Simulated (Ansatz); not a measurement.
```csv
atom,x (Å),y (Å),z (Å)
B,-0.0071,-0.6160,-0.7957
Si,-0.2739,-0.8458,1.0701
F,0.4031,-1.9284,2.0368
Al,0.1834,1.2719,0.3309
H,0.3068,-1.0652,-1.8541
H,0.2549,2.8393,0.1159
H,-0.8673,0.3442,-0.9039
```

Geometry: PBE0-D4/def2-TZVP.

Computed with Ansatz, RKS PBE0-D4/def2-TZVPP.

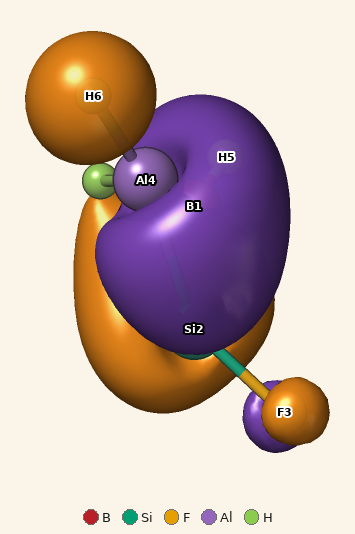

AlBFH3Si. The HOMO−1 at ±0.1 Å⁻³ᐟ² (orange and purple are the two phases), seen at an oblique angle.

Q: What is the character of this orbital?

A: By Hirshfeld shares it lies mainly on Si2 (about 35 %), B1 (about 25 %), Al4 (about 25 %) and H6 (about 10 %). Its energy is −7.10 eV.
